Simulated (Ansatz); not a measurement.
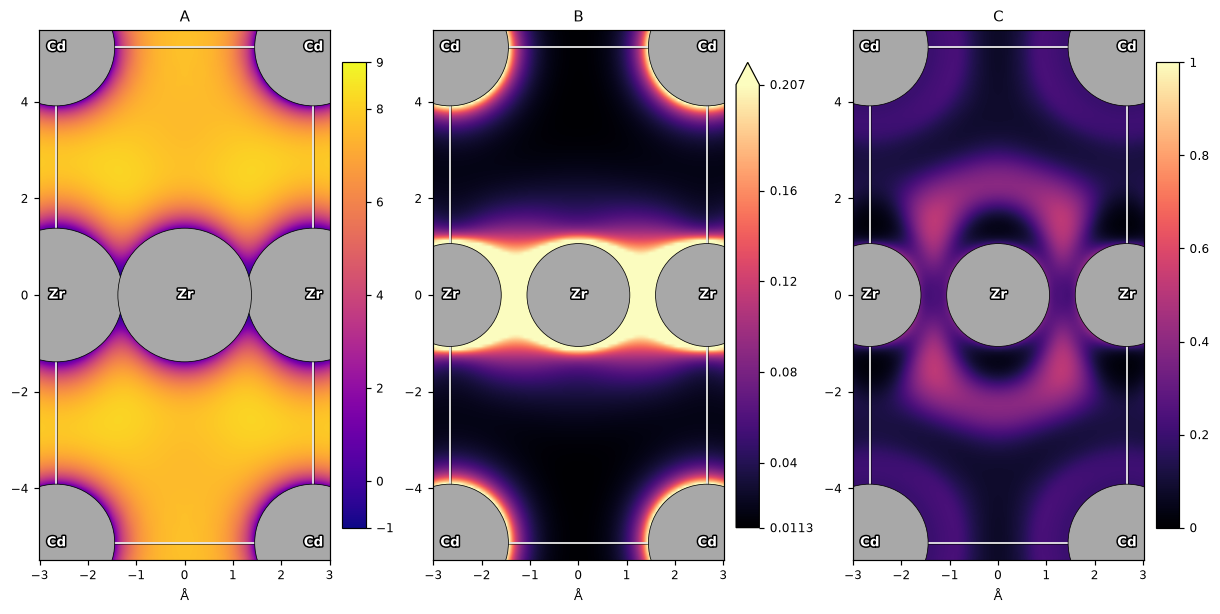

Zr$_{3}$Cd$_{2}$: 3 fields on the (011̄) plane of the conventional cell, with unlabelled colour scales. Grey discs cover the atomic cores.

Space group Pmmm; computed pressure about −4 GPa in this cell.

These are results of DFT, PAW plane waves, r2SCAN (Ansatz 0.2.0), not measurements.

Which field does each panel show? The fields are: electron localisation function, electrostatic potential energy of an electron and valence pseudo-density.

Panel A: electrostatic potential energy of an electron (low next to the atoms, rising into the space between them). Panel B: valence pseudo-density. Panel C: electron localisation function.
